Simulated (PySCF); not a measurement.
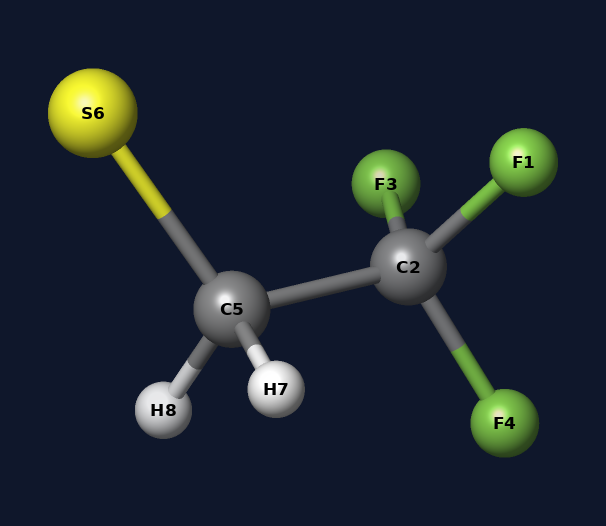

The species has charge −1 and is a spin singlet. The geometry was computed by an optimisation with PBE0-D3(BJ)/def2-SVP. No frequency run is at hand to confirm it as a minimum. Electric field gradients from the ground-state density, PBE0/pcSseg-1 (PySCF 2.14.0), non-relativistic apart from any core potentials.

Give the largest field-gradient component, the quadrupole coupling constant and the asymmetry for 33S at S6 (Q = −67.81 mb).

```json
{"atom": "S6", "V_zz (a.u.)": "3.313", "e²qQ/h (MHz)": "−52.8", "η": "0.07"}
```
